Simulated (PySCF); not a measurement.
**C2H5AlCl2 (ethylaluminum dichloride): density, localisation and related maps**

Input file:

```
{"job": {"kind": "sp", "xc": "wB97X", "basis": "ma-def2-SVP", "d3": "d3bj", "grid": 2}, "charge": 0, "multiplicity": 1}
C     -1.350246     0.223280    -0.017311
C     -0.106618    -0.631003     0.221993
Al     1.598055     0.212937    -0.154197
Cl     1.716055     2.186248    -0.890902
Cl     3.413772    -0.812898     0.152264
H     -1.356613     1.125836     0.612908
H     -1.417557     0.566997    -1.061050
H     -2.273604    -0.335981     0.202297
H     -0.061541    -0.990840     1.266345
H     -0.136786    -1.555205    -0.384916
```

Run with:

```sh
OMP_NUM_THREADS=1 python redox_run.py task.json out
```

Geometry: PBE0-D3(BJ)/ma-def2-SVP.

All numbers below come from DFT single point, gas phase, functional wB97X in PySCF 2.14.0, density-fitted response routines.

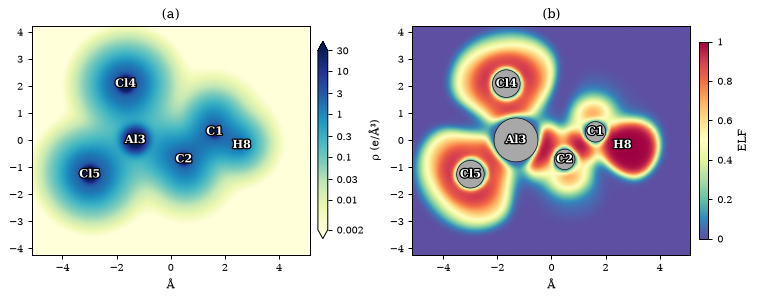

Figure 1. (a) electron density; (b) ELF on the plane of atoms C2, Al3 and Cl4. Grey discs cover the atomic cores in the ELF map.

Question: Describe what can be read from this map.

Answer:
- The section cuts through C, Al, Cl and H sites.
- C–C (1.53 Å): ρ is about 1.6 e/Å³ halfway; the ELF peaks at about 0.95 between the atoms; localised, covalent bonding.
- C–Al (1.94 Å): ρ at the midpoint is about 0.76 e/Å³; the ELF peaks at about 0.95 between the atoms, as expected for a polar covalent bond.
- Al–Cl (2.11 Å): the density is about 0.7 e/Å³ at the midpoint; the ELF peaks at about 0.90 in the valence shell of Cl, 0.9 Å from its nucleus, and is about 0.85 at the midpoint.
- C–H (1.10 Å): ρ at the midpoint is about 1.9 e/Å³; the ELF climbs to about 1 towards the hydrogen, as it does in any bond to H (an ordinary covalent bond to hydrogen).
- The ELF also peaks beside Cl5 and Cl4, away from the bonds: lone-pair regions.

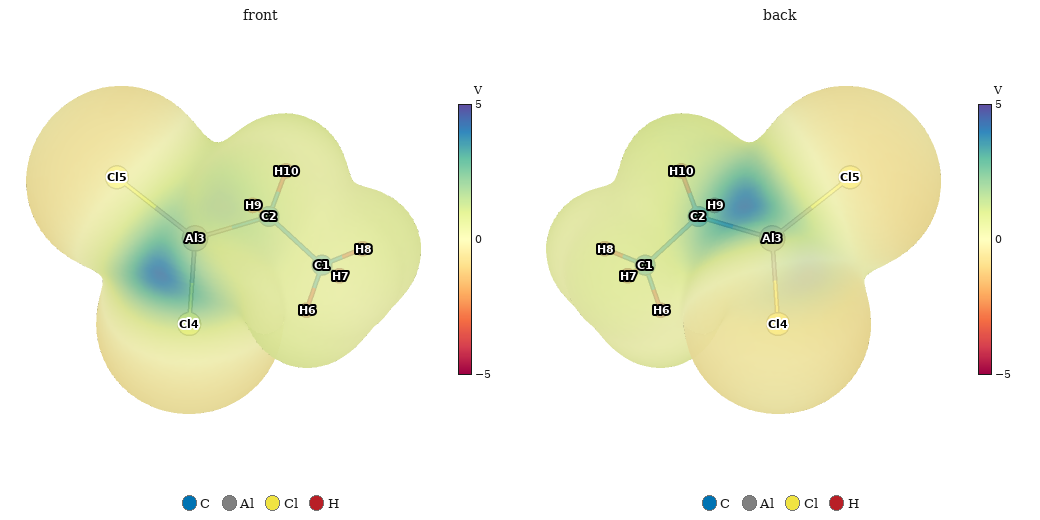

Figure 2. The molecular electrostatic potential painted on the density surface at 0.002 e/bohr³, seen from the front and from behind; the colour scale runs from red (negative) to blue (positive).

Question: Which sites attract a positive test charge, and which a negative one?

Answer: A positive charge is drawn to the negative regions and a negative charge to the positive ones. The most negative region (about −0.7 V) lies over Cl4 and Cl5, the most positive (about +4.0 V) over Al3.
